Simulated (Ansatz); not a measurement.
BF$_{2}$GaH$_{2}$ (SMILES F[BH][GaH][F])

Input file:

```
crystal:
  periodic: [false, false, false]
  atoms:
    - {symbol: F, position_ang: [1.026557, -1.493482, -1.136440]}
    - {symbol: B, position_ang: [0.899114, -0.264336, -0.672525]}
    - {symbol: Ga, position_ang: [-0.657351, 0.181538, 0.694213]}
    - {symbol: F, position_ang: [-2.064762, 0.903608, -0.097856]}
    - {symbol: H, position_ang: [1.697578, 0.540366, -1.075537]}
    - {symbol: H, position_ang: [-0.859136, 0.068304, 2.241846]}
basis:
  gaussian: {orbitals: def2-TZVPP}
hamiltonian: {xc: pbe0, dispersion: d4}
output: {orbitals: {seedname: orbitals}}
```

Launched as:

```sh
ansatz run in.yaml --threads 2 --pin off --events-out ev --progress --plain --max-ram 4352MiB
```

Geometry: PBE0-D4/def2-TZVP.

The calculation used RKS PBE0-D4/def2-TZVPP (Ansatz).

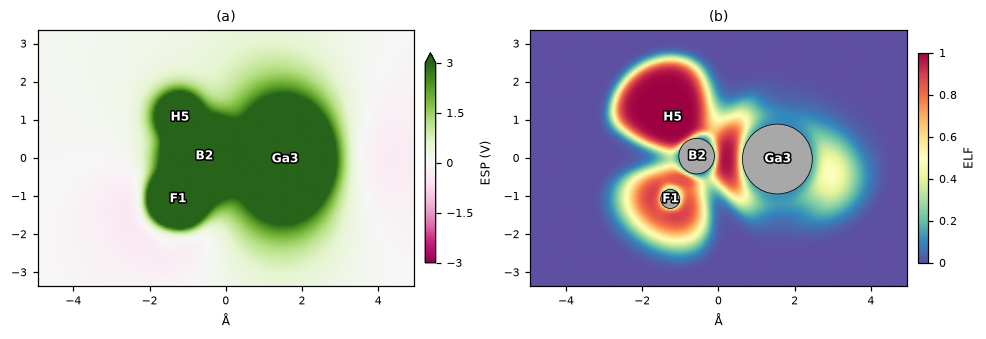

Figure 1. (a) electrostatic potential; (b) ELF on the plane of atoms F1, B2 and Ga3. Grey discs cover the atomic cores in the ELF map.

### What do the fields say about this system?

- Atoms in the plane: F, B, Ga and H.
- B–F (1.32 Å): the ELF peaks at about 0.85 between the atoms (a shared but strongly polarised pair).
- Ga–B (2.12 Å): the ELF peaks at about 1 in the valence shell of B, 0.8 Å from its nucleus, and is about 0.80 at the midpoint.
- B–H (1.20 Å): the ELF climbs to about 1 towards the hydrogen, as it does in any bond to H; a covalent bond by its length.
- The ELF also peaks beside F1, away from the bonds: lone-pair regions.
- Outside the dense part of the molecule the potential is most negative (−0.4 V) near F1.

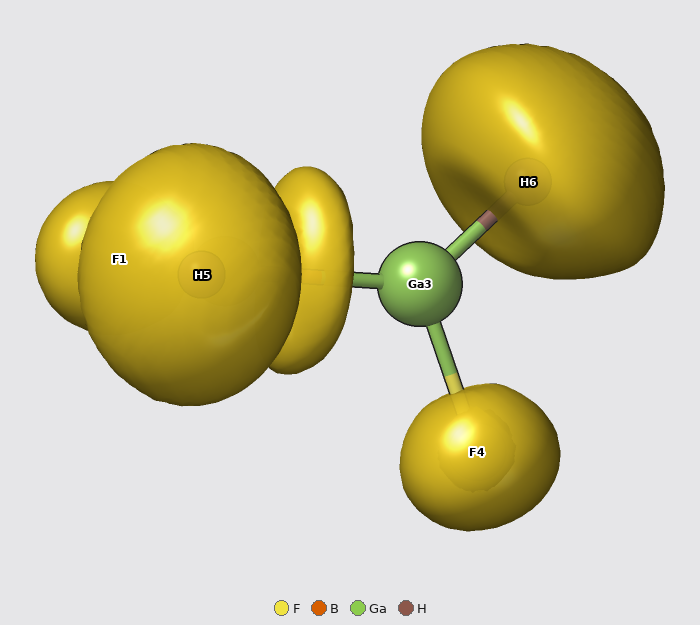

Figure 2. Isosurface of the ELF at 0.75 (yellow), seen at a tilt. Core shells and regions of very low density are left out.

### Where are the electrons localised?

At this value the surface marks out one region between bonded B–Ga atoms (shared pairs), two regions around hydrogen nuclei, one region on F in which the atom's valence shell and bonds are merged and one region wrapped around F (its valence shell).


 Ga–F (1.77 Å): the ELF peaks at about 0.80 in the valence shell of F, 0.5 Å from its nucleus, and is about 0.20 at the midpoint.

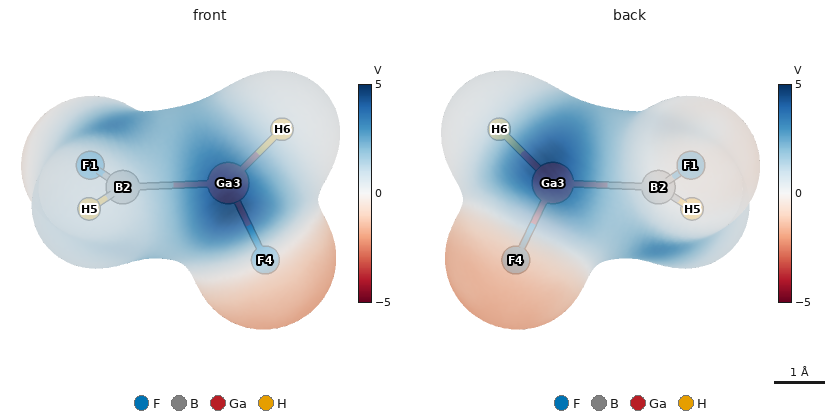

Figure 3. The molecular electrostatic potential painted on the density surface at 0.004 e/bohr³, seen from the front and from behind; red is negative and blue positive.

### Describe the electrostatic potential map.

The most negative region (about −1.7 V) lies over F4, the most positive (about +4.5 V) over Ga3.
